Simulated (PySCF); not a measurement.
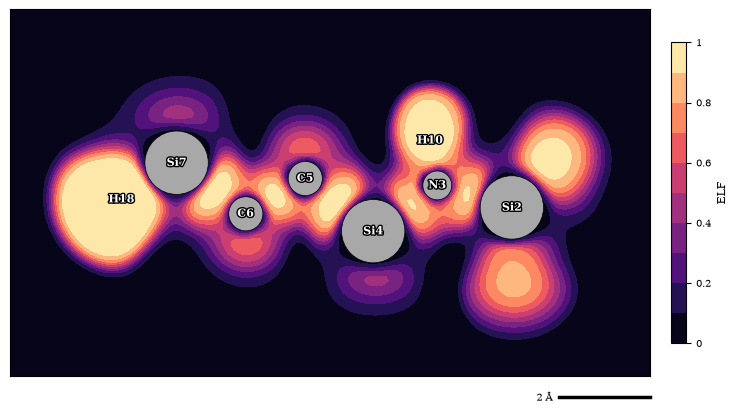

Figure 1: C₂H₁₂FNSi₃ (SMILES F[SiH2]N[SiH2]CC[SiH3]). ELF on the plane of atoms N3, Si4 and C5. Grey discs cover the atomic cores.

Geometry: GFN2-xTB.

These are results of PBE0/pcSseg-1, SCF density, gas phase, non-relativistic (PySCF), not measurements.

```yaml
atoms:
  - { symbol: F, position_ang: [-4.1830, 0.9976, 0.1585] }
  - { symbol: Si, position_ang: [-3.8276, -0.5668, 0.1180] }
  - { symbol: N, position_ang: [-2.1205, -0.6606, -0.0536] }
  - { symbol: Si, position_ang: [-0.9299, 0.5099, 0.4335] }
  - { symbol: C, position_ang: [0.7668, -0.2362, 0.0255] }
  - { symbol: C, position_ang: [1.9021, 0.7170, 0.3937] }
  - { symbol: Si, position_ang: [3.6196, 0.0160, -0.0198] }
  - { symbol: H, position_ang: [-4.3188, -1.0773, 1.3905] }
  - { symbol: H, position_ang: [-4.4735, -1.1100, -1.0661] }
  - { symbol: H, position_ang: [-1.7680, -1.5416, -0.3868] }
  - { symbol: H, position_ang: [-1.1447, 1.7514, -0.3150] }
  - { symbol: H, position_ang: [-1.0419, 0.7620, 1.8769] }
  - { symbol: H, position_ang: [0.8314, -0.4732, -1.0383] }
  - { symbol: H, position_ang: [0.9065, -1.1793, 0.5582] }
  - { symbol: H, position_ang: [1.8412, 0.9471, 1.4591] }
  - { symbol: H, position_ang: [1.7531, 1.6649, -0.1266] }
  - { symbol: H, position_ang: [3.7038, -0.2558, -1.4575] }
  - { symbol: H, position_ang: [4.6543, 0.9805, 0.3578] }
  - { symbol: H, position_ang: [3.8195, -1.2364, 0.7150] }
```

### What do the fields say about this system?

Atoms in the plane: Si, N, C and H. C–C (1.53 Å): the ELF peaks at about 0.95 between the atoms; localised, covalent bonding. Si–N (1.72 Å): the ELF peaks at about 0.90 between the atoms: a polar covalent bond. C–Si (1.90 Å): the ELF peaks at about 0.95 between the atoms: localised, covalent bonding. N–H (1.01 Å): the ELF climbs to about 1 towards the hydrogen, as it does in any bond to H: an ordinary covalent bond to hydrogen. Si–H (1.46 Å): the ELF climbs to about 1 towards the hydrogen. The ELF also peaks beside F1, away from the bonds: lone-pair regions.
